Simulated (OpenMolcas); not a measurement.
**GaSiH4OF (SMILES [F][GaH][O][SiH3]): levels of theory compared**

Aim: a comparison of 6 runs (HF/STO-3G, HF/6-31G*, M06-L/6-31G*, PBE0/6-31G*, MP2/6-31G*, CCSD(T)/6-31G*) of GaSiH4OF. 

The calculation is run with OpenMolcas 26.06.

## 1. The system as given

GaSiH4OF: 8 atoms, total charge 0, spin state singlet. As SMILES, `[F][GaH][O][SiH3]`. One bond was lengthened or shortened from a relaxed shape.

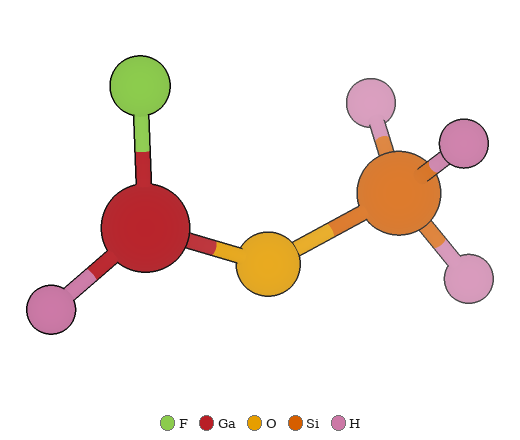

The structure, seen from a chosen angle (fluorine green, gallium red, oxygen amber, silicon orange, hydrogen pink).

## 2. The energy at HF/STO-3G (run 1)

File test.inp:

```
>>> EXPORT MOLCAS_PRINT=2

&GATEWAY
 BasLib
 $CurrDir
 Coord
 8
 bohr
 F      1.98114730     3.05684177     3.39103227
 Ga     2.86327145     2.58100873     0.23764629
 O      0.97033279     0.32203012    -1.31476372
 Si    -1.80053105    -1.78730297    -0.56521708
 H      5.07273923     4.02475949    -0.97291227
 H     -2.43302239    -3.24503770    -2.87843083
 H     -1.16898458    -3.57970820     1.50592275
 H     -4.03891165    -0.27174262     0.20560220
 Basis
 STO-3G
 Group
 NoSym

&SEWARD

&SCF
 Thresholds
 1e-10 1e-07 1e-07 1e-05
 PrOrbitals
 1 1
```

The basis set STO-3G is read from a file made from the Basis Set Exchange's data (not shown).

Command:

```bash
$ export MOLCAS_MEM=1860
$ pymolcas test.inp > test.log
```

Standard output:

```text
--- Start Module: gateway ---
[...]
--- Stop Module: gateway /rc=_RC_ALL_IS_WELL_ ---
--- Start Module: seward ---
[...]
      Basis functions           41
--- Stop Module: seward /rc=_RC_ALL_IS_WELL_ ---
[...]
--- Start Module: scf ---
[...]
       Convergence after  16 Iterations
[...]
::    Total SCF energy                              -2360.7029324570
[...]
      Total spin, S                                     0.0000000000
[...]
      Total electronic charge=   66.000000
      Total            charge=   -0.000000
[...]
      Dipole Moment (debye):
      Origin of the operator (angstrom)=    0.7691    0.7320    0.1628
                   X= -4.6123E-01               Y= -5.8974E-01               Z= -4.8339E-01           Total=  8.9118E-01
      Quadrupole Moment (debye*angstrom):
[...]
--- Stop Module: scf /rc=_RC_ALL_IS_WELL_ ---
[...]
```

Wall time 5.1 s (1 thread of AMD EPYC 7R43 (Zen 3), shared host); peak memory 0.37 GiB.

## 3. The energy at HF/6-31G(d) (spherical functions) (run 2)

File mol.inp:

```
>>> EXPORT MOLCAS_PRINT=2

&GATEWAY
  BASLIB = $CurrDir
  COORD
  8
  angstrom
  F        1.048378       1.617611       1.794457
  Ga       1.515178       1.365811       0.125757
  O        0.513478       0.170411      -0.695743
  Si      -0.952800      -0.945800      -0.299100
  H        2.684378       2.129811      -0.514843
  H       -1.287500      -1.717200      -1.523200
  H       -0.618600      -1.894300       0.796900
  H       -2.137300      -0.143800       0.108800
  BASIS = 6-31Gs
  GROUP = NoSym

&SEWARD

&SCF
  THRESHOLDS = 1e-10 1e-07 1e-07 1e-05
  PRORBITALS = 1 1
```

The basis set 6-31G* is read from a file made from the Basis Set Exchange's data (not shown).

Command:

```bash
$ export MOLCAS_MEM=1860
$ pymolcas mol.inp > mol.log
```

Standard output:

```text
--- Start Module: gateway ---
[...]
--- Stop Module: gateway /rc=_RC_ALL_IS_WELL_ ---
--- Start Module: seward ---
[...]
      Basis functions           86
--- Stop Module: seward /rc=_RC_ALL_IS_WELL_ ---
[...]
--- Start Module: scf ---
[...]
       Convergence after  16 Iterations
[...]
::    Total SCF energy                              -2388.5845714740
[...]
      Total spin, S                                     0.0000000000
[...]
      Total electronic charge=   66.000000
      Total            charge=   -0.000000
[...]
      Dipole Moment (debye):
      Origin of the operator (angstrom)=    0.7691    0.7320    0.1628
                   X=  2.5491E-02               Y= -4.3016E-01               Z= -1.1564E+00           Total=  1.2341E+00
      Quadrupole Moment (debye*angstrom):
[...]
--- Stop Module: scf /rc=_RC_ALL_IS_WELL_ ---
[...]
```

Run time: 14 s. Hardware: 1 thread of AMD EPYC 7R43 (Zen 3), shared host; peak memory 0.47 GiB.

Runs 3 to 5 aren't shown in full; the table further down has their settings and results.

## 4. The energy at CCSD(T)/6-31G(d) (spherical functions) (run 6)

File geom.xyz:

```xyz
8

F      1.048378     1.617611     1.794457
Ga     1.515178     1.365811     0.125757
O      0.513478     0.170411    -0.695743
Si    -0.952800    -0.945800    -0.299100
H      2.684378     2.129811    -0.514843
H     -1.287500    -1.717200    -1.523200
H     -0.618600    -1.894300     0.796900
H     -2.137300    -0.143800     0.108800
```

File job.input:

```
&GATEWAY
BasLib
$CurrDir
Coord
geom.xyz
Basis
6-31Gs
Group
NoSym
&SEWARD
&SCF
Thresholds
1e-10 1e-07 1e-07 1e-05
PrOrbitals
1 1
&RASSCF
FileOrb
$Project.ScfOrb
Spin
1
Nactel
0 0 0
Inactive
33
Ras2
0
OutOrbitals
Canonical
OrbListing
Nothing
&MOTRA
JobIph
Frozen
16
&CCSDT
CCT
Triples
2
Iterations
80
Accuracy
1e-08
Extrapolation
5 4
```

The basis set 6-31G* is read from a file made from the Basis Set Exchange's data (not shown).

Command:

```bash
$ export MOLCAS_MEM=1860
$ pymolcas job.input > job.log
```

Standard output:

```text
--- Start Module: gateway ---
[...]
--- Stop Module: gateway /rc=_RC_ALL_IS_WELL_ ---
[...]
      Basis functions           86
[...]
       Convergence after  16 Iterations
[...]
::    Total SCF energy                              -2388.5845714740
[...]
      Total spin, S                                     0.0000000000
[...]
      Number of active orbitals                  0
[...]
      Spin quantum number                      0.0
[...]
      Active orbitals                            0
[...]
      Number of CSFs                             1
[...]
      Number of root(s) required                 1
[...]
      Convergence after  4 iterations
[...]
      Natural orbitals and occupation numbers for root  1
      ************************************************************************************************************************
      *                                                    Final results                                                     *
      ************************************************************************************************************************
[...]
::    RASSCF root number  1 Total energy:  -2388.58457147
[...]
      Total electronic charge=   66.000000
      Total            charge=   -0.000000
[...]
      Dipole Moment (debye):
      Origin of the operator (angstrom)=    0.7691    0.7320    0.1628
                   X=  2.5491E-02               Y= -4.3016E-01               Z= -1.1564E+00           Total=  1.2341E+00
      Quadrupole Moment (debye*angstrom):
[...]
--- Start Module: motra ---
[...]
      *** WARNING: Default frozen orbitals is overwritten by user input.
      *** Default values:  18
[...]
--- Stop Module: motra /rc=_RC_ALL_IS_WELL_ ---
[...]
--- Start Module: ccsdt ---
[...]
      Convergence after                    18  Iterations
      Total energy (diff) :   -2389.26508254      -0.00000001
[...]
 METHOD                       : CCSD+T(CCSD)+<T3(1)WT1> = CCSD(T)
[...]
       CCSD     =     -2389.2650825412879
[...]
--- Stop Module: ccsdt /rc=_RC_ALL_IS_WELL_ ---
[...]
```

Run time: 1.9 min. Hardware: 1 thread of AMD EPYC 7R43 (Zen 3), shared host; peak memory 0.47 GiB.

## 5. All runs side by side

```tsv
run	level	integration grid	frozen core orbitals	energy (Eh)	dipole moment (D) of the reference	HOMO energy (eV)	LUMO energy (eV)	wall time
1	HF/STO-3G	–	–	-2360.702932	0.89	-7.07	6.16	5.1 s
2	HF/6-31G* (spherical functions)	–	–	-2388.584571	1.23	-12.43	1.85	14 s
3	M06-L/6-31G* (spherical functions)	UltraFine	–	-2391.513250	1.18	-7.27	-1.24	51 s
4	PBE0/6-31G* (spherical functions)	UltraFine	–	-2391.026967	1.16	-8.56	-0.73	37 s
5	MP2/6-31G* (spherical functions)	–	16	-2389.259567	1.23	-12.43	1.85	15 s
6	CCSD(T)/6-31G* (spherical functions)	–	16	-2389.280077	1.23	-12.43	1.85	1.9 min
```

## 6. Results

```
                                           quantity           value
                                run 6: total energy  -2389.28008 Eh
          run 6: dipole moment (mean-field density)          1.23 D
         run 6: HOMO energy (Hartree–Fock orbitals)       -12.43 eV
         run 6: LUMO energy (Hartree–Fock orbitals)         1.85 eV
       run 6: HOMO–LUMO gap (Hartree–Fock orbitals)        14.28 eV
run 6: correlation energy (16 core orbitals frozen)      -695.5 mEh
                              run 6: (T) correction      -14.99 mEh
```

What this shows: Below the HF energy at the same shape and in the same basis (6-31G*): MP2 -675.0 mEh; CCSD(T) -695.5 mEh. Over runs 1, 2, 3, 4 the dipole moment (its size) runs from 0.89 D (HF/STO-3G) to 1.23 D (HF/6-31G*). Over runs 1, 2, 3, 4 the HOMO–LUMO gap runs from 6.03 eV (M06-L/6-31G*) to 14.28 eV (HF/6-31G*). Exact exchange widens orbital gaps. Totals of different functionals can't be ranked against each other. In run 1 the basis is minimal, so the values are rough. All runs together took 3.9 min, the longest 1.9 min.
